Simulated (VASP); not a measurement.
Band structure of Ba (relaxed from the fcc structure, space group Fm-3m). Calculation: r2SCAN meta-GGA, VASP's PBE PAW potentials (set 64) (plane waves; VASP).

Unless said otherwise, spin-orbit coupling is left out, though it shifts the bands of the heavy elements here.

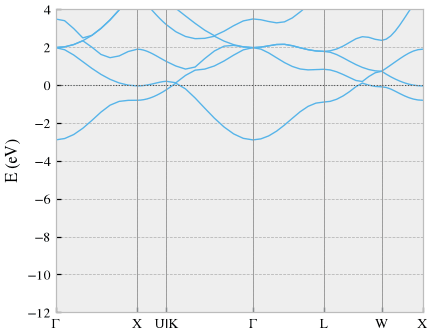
Fig. 1. Bands along high-symmetry lines, zero at the valence-band maximum or, without a gap, the Fermi level

Q: Read the plot: is there a gap, and where are the band edges?

A: It has no gap at this level: it comes out as a metal or semimetal.

The structure was generated: Ba was put into the fcc type (Fm-3m), which need not be its known phase. It was relaxed first, which changed the volume by +6 %.
